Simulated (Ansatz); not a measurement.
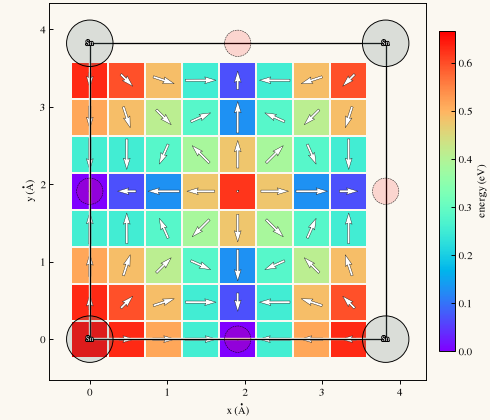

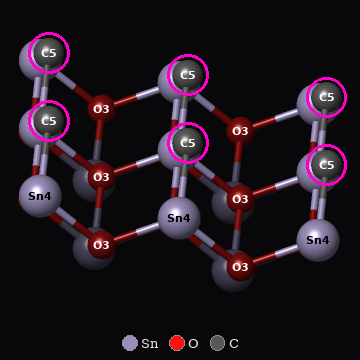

Energy landscape of C on a two-dimensional sheet of SnO (4 atoms of substrate and one adsorbate in a 1 × 1 cell). C is moved over the surface cell; relaxed at each place: the height of the adsorbate's atoms; substrate rigid; the origin of the map has the adsorbate above Sn4. Places are given modulo a cell vector. The map is drawn in real space over the plane of the surface. Grid: 8 × 8 points; 15 points were computed and 49 follow by symmetry. All energies are given in eV relative to the lowest grid point. Energies and slopes of some neighbouring points disagree (a jump in structure or state, or too coarse a mesh). The relaxed height changes by up to 0.9 Å between neighbouring points. The magnetic moment jumps between some neighbouring points. With one adsorbate in each 1 × 1 cell, its nearest image is 3.8 Å away, so neighbouring adsorbates interact. Method: DFT PBE+D3(BJ), scalar-relativistic, plane waves, PAW (Ansatz). Settings: cutoff 420 eV, k-mesh 7×7×1, gaussian smearing 0.05 eV, spin-polarised.

The picture shows one coloured cell a grid point, arrows along the force (downhill), their lengths compressed, labelled circles for the atoms of the top layer and small ones for the second layer, the outline of one cell of the plane. The second picture is the structure at the lowest point; rings mark the moved atoms.

**What does the map say about the system?**

The lowest grid point is at a bridge site between two Sn atoms, over a second-layer O atom, (0/8, 4/8) of the cell vectors. The same energy is found at a bridge site between two Sn atoms, over a second-layer O atom, (4/8, 0/8) of the cell vectors. The highest grid point, the top site over a surface Sn atom, (0/8, 0/8) of the cell vectors, lies 0.666 eV above the lowest. At the lowest point the adsorbate has 2 Sn at 2.30 Å as nearest neighbours, at the highest 1 Sn at 2.16 Å. Its relaxed height above the top atom is 1.29 Å at the lowest and 2.16 Å at the highest point.

The values on the grid:

```csv
"second ↓, first →",0/8,1/8,2/8,3/8,4/8,5/8,6/8,7/8
7/8,0.631,0.597,0.487,0.253,0.070,0.253,0.487,0.597
6/8,0.514,0.487,0.410,0.280,0.128,0.280,0.410,0.487
5/8,0.257,0.253,0.280,0.387,0.478,0.387,0.280,0.253
4/8,0.000,0.070,0.128,0.478,0.621,0.478,0.128,0.070
3/8,0.257,0.253,0.280,0.387,0.478,0.387,0.280,0.253
2/8,0.514,0.487,0.410,0.280,0.128,0.280,0.410,0.487
1/8,0.631,0.597,0.487,0.253,0.070,0.253,0.487,0.597
0/8,0.666,0.631,0.514,0.257,0.000,0.257,0.514,0.631
```

The input of one point:

```yaml
crystal:
  lattice:
    - [3.8201707215, 0.0, 0.0]
    - [0.0, 3.8201707215, 0.0]
    - [0.0, 0.0, 17.8630363687]
  atoms:
    - { symbol: Sn, position: [0.5, 0.0, 0.2239260962] }
    - { symbol: O, position: [0.0, 0.0, 0.2900692848] }
    - { symbol: O, position: [0.5, 0.5, 0.2900692848] }
    - { symbol: Sn, position: [0.0, 0.5, 0.3562124735] }
    - { symbol: C, position: [0.0, 1.0, 0.4114780131], spin: 2.0 }
basis:
  ecutwfc: 420
kpoints:
  mp_grid: { grid: [7, 7, 1] }
hamiltonian:
  xc: pbe
  pseudopotentials: { kind: paw, azcp: { folder: soft_1 } }
  dispersion: d3bj
scf:
  occupations: { method: gaussian, width: 0.05 }
output:
  forces: true
  eigenvalues: true
  populations: true
magnetization:
  spin_polarized: true
relax:
  adjacent_minimum: "off"
  f_tol: 0.025
  max_steps: 16
  constraints: [{ sites: [0, 1, 2, 3] }, { sites: [4], fix: xy }]
efield:
  axis: 3
  dipole_correction: true
  ramp_width: 0.04
```

The whole map (15 points run) took 29 min on 1 thread of AMD EPYC 7R43 64-Core Processor (Zen 3), on a shared host.
